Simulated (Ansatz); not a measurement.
Partial pair distribution functions of a relaxed model of amorphous In24Ga12O54, broadened by 0.06 Å; density 6.12 g/cm³. The numbers are results of PBE, scalar-relativistic without spin-orbit coupling (plane waves to 420 eV, PAW; Ansatz, a quantum-chemistry and plane-wave program), not measurements.

A CHGNet melt-quench gave the starting glass, which DFT then relaxed. O atoms were pushed apart under 1.9 Å during the dynamics, to hinder bonds among them. The hot cell started wider than the set density and was brought back towards it in steps. It is the lowest in DFT energy of 4 quenches. It is a model cell: composition and starting density were chosen by hand, and all elements were melted together. No dispersion term was used. Its density started from a set value of 6.14 and ended at 6.12 g/cm³. Cooling (nominally 88 K/ps over its main leg) ran many orders faster than in experiment, which tends to leave more defects and strain. One small periodic cell is one sample of the glass; other quenches scatter about these values. Volume and shape were free in the relaxation.

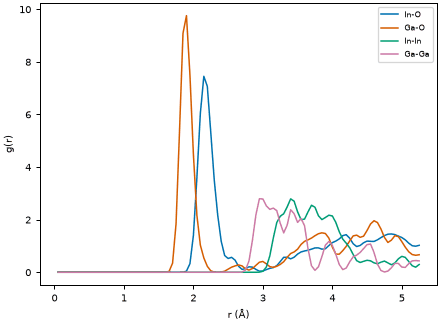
*Partial pair distribution functions*

Highest peaks under 4.5 Å: In-O near 2.15 Å, Ga-O near 1.90 Å, In-In near 3.40 Å, Ga-Ga near 2.95 Å; pairs of few atoms are noisy.

Within 2.72 Å each In has 5.54 O neighbours on average.
